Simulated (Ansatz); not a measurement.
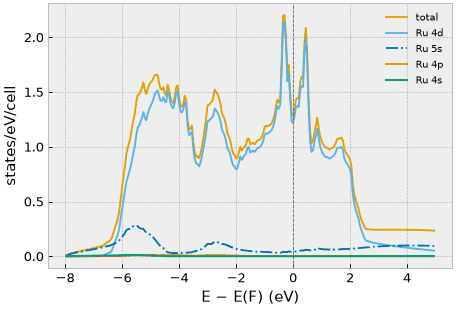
Figure. Total and projected density of states of Ru (body-centred tetragonal, I4/mmm), PBEsol (plane waves, PAW; program Ansatz)

**Question.** Which orbitals carry the states next to the Fermi level?

**Answer.** Within 0.5 eV of the Fermi level: Ru 4d 96 %. Projections are on Löwdin-orthogonalised atomic valence shells; empty p or d shells of many metals are not among them.

**Question.** Where is the tallest occupied peak in this window, and what makes it?

**Answer.** Near -0.3 eV, about 2.2 states/eV per cell; the largest projected share is Ru 4d.

The start of the workflow was typed in or built on a structure type; neither database checked (COD, Materials Project) lists it. It is not the phase usual at ambient conditions (space group No. 194). Symmetry was held in the PBEsol relaxation; its stability against distortions is not shown here. Spin order of the final state: ferromagnetic, chosen from 4 collinear starts compared on coarse meshes (ties went to the first, and starts can fall back to one state), not a proven ground state. Scalar-relativistic: spin–orbit coupling is off unless named, which matters more the heavier the elements.

Potentials: the later of the program's two PAW sets.
